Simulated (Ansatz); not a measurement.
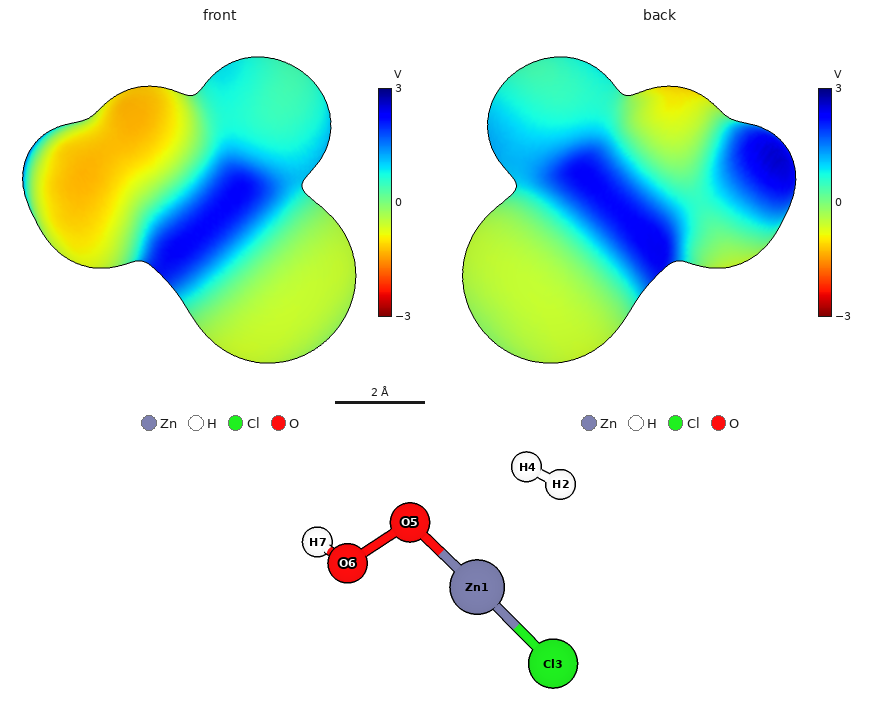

*ClHO₂Zn···H₂. The molecular electrostatic potential painted on the density surface at 0.002 e/bohr³, seen from the front and from behind; red is negative and blue positive. The bare structure is drawn below in the same view.*

The product side of a reaction path; geometry: PBE0-D4/def2-TZVP; a saddle point, not a minimum.

These are results of RKS PBE0-D4/def2-TZVPP in Ansatz 0.2.0, not measurements.

```
atom    x (Å)    y (Å)    z (Å)
  Zn  -0.2393  -0.7454  -0.3884
   H  -1.7741  -0.0713   1.5324
  Cl  -1.2076  -2.5355  -0.8480
   H  -1.3502   0.5463   1.4696
   O   0.6294   0.7908  -0.0162
   O   1.5612   0.9261  -1.1153
   H   2.3806   1.0891  -0.6342
```

Describe the electrostatic potential map.

The most negative region (about −1.3 V) lies over O5 and O6, the most positive (about +2.5 V) over H7.
